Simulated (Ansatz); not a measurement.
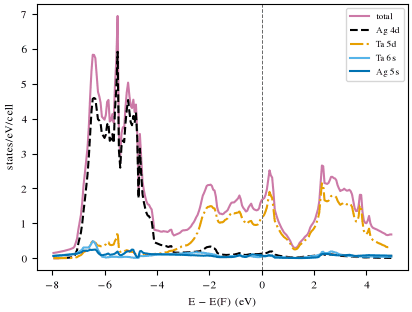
*Total and projected density of states of TaAg (L1₀ or tetragonal B2, space group No. 123), r²SCAN (plane waves, PAW; program Ansatz)*

Task: Which orbitals carry the states next to the Fermi level?

Result: Within 0.5 eV of the Fermi level: Ta 5d 72 %, Ag 4d 8 %, outside the projected shells 11 %. Projections are on Löwdin-orthogonalised atomic valence shells; empty p or d shells of many metals are not among them.

Task: Where is the tallest occupied peak in this window, and what makes it?

Result: Near -5.5 eV, about 6.9 states/eV per cell; the largest projected share is Ag 4d.

Space group P4/mmm (L1₀ or tetragonal B2). The start of the workflow was typed in or built on a structure type; neither database checked (COD, Materials Project) lists it. Its standing as an ambient phase is unchecked. The cell was relaxed with r²SCAN under the symmetry of its start; its stability against distortions is not shown here. The run is not spin-polarised. Its formation energy is positive at this level, so the cell may be metastable or incomplete. Spin–orbit coupling is left out wherever it is not named.

Potentials: the earlier of the program's two PAW sets. The files were generated under PBE; for other functionals the program regenerates the frozen cores, and for LDA and PBEsol the local potential too.
